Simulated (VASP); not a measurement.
Band structure of RbBr (space group Fm-3m). Calculation: PBE GGA with D3 dispersion (Becke-Johnson damping) with spin-orbit coupling, VASP's PBE PAW potentials (set 64) (plane waves; VASP).

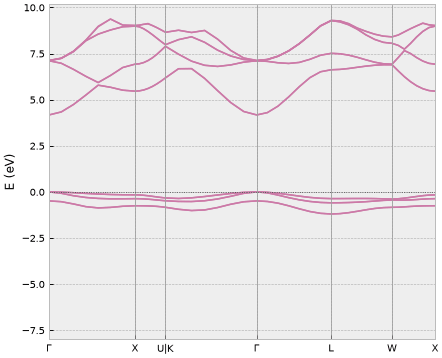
Figure. Bands along high-symmetry lines, zero at the valence-band maximum or, without a gap, the Fermi level

Task: Read the plot: is there a gap, and where are the band edges?

Result: The gap is direct, 4.17 eV, from the valence maximum at Γ to the conduction minimum at Γ.

The structure comes from a measured RbBr entry (Fm-3m) of the Crystallography Open Database, whose conditions weren't checked. It was relaxed first.
